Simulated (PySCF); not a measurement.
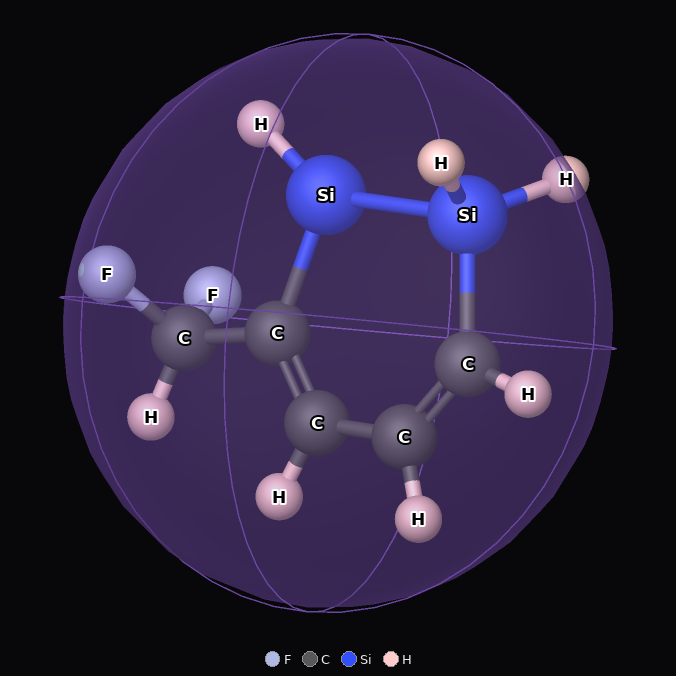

The ellipsoid shows the static dipole polarisability: its half-axes are proportional to the principal values. Charge +1, singlet. The computed structure is the end point of a GFN2-xTB optimisation. No frequency run is at hand to confirm it as a minimum. Computed with PBE0/def2-SVPD (PySCF 2.14.0).

**Give the principal values, the mean and the anisotropy.**

Principal values 71.4, 119.5, 137.0 bohr³; mean 109.3 bohr³ (16.20 Å³); anisotropy 58.9 bohr³, so the longest axis is 1.92 times the shortest.

The geometry is semi-empirical. Around Si such bond lengths and angles can be off by a tenth of an ångström or more and by several degrees, and values that hang on the shape move with them.
